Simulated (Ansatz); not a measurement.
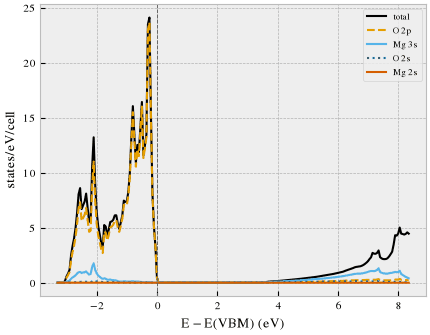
Fig. 1. Total and projected density of states of MgO in space group P4_2/mnm (No. 136; Mg on 4g, O on 4f), DFT-PBE in the program Ansatz with PAW potentials

Q: Which orbitals carry the states next to the gap?

A: Top 1 eV of the valence band: O 2p 97 %. Bottom 1 eV of the conduction band: Mg 3s 63 %, O 2s 24 %, O 2p 10 %. Projections are on Löwdin-orthogonalised atomic valence shells; empty p or d shells of many metals are not among them.

Q: Where is the tallest occupied peak in this window, and what makes it?

A: Near -0.3 eV, about 24 states/eV per cell; the largest projected share is O 2p.

The start of the workflow was typed in or built on a structure type; neither database checked (COD, Materials Project) lists it. It is not the phase usual at ambient conditions (space group No. 225). Symmetry was held in the PBE relaxation; whether a distortion lowers the energy is not shown.

Potentials: the earlier of the program's two PAW sets.
